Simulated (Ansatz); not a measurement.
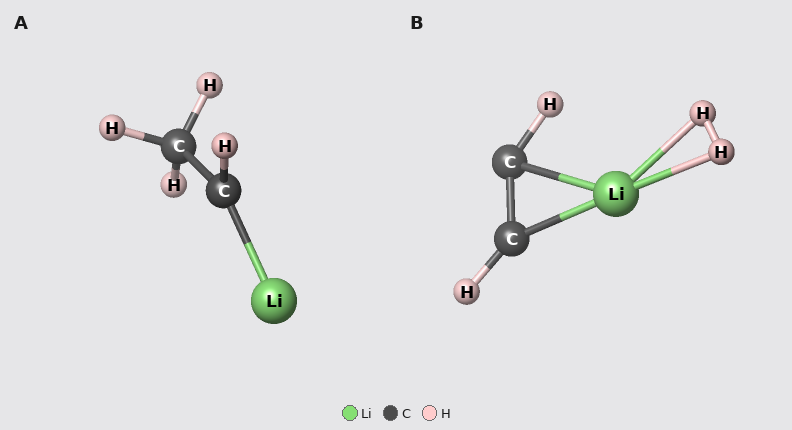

2 stationary structures of one formula. Charge 0, doublet. Geometries: PBE-D4/def2-SVP. Electronic energies: PBE-D4/def2-SVP (Ansatz 0.2.0), without zero-point energy. No frequency run is at hand to confirm each as a minimum. Each is one conformer, not always the lowest.

Question: Which is lowest in energy, and by how much?

Answer: A is lowest (Cs); B lies 1.196 eV above it (Cs).
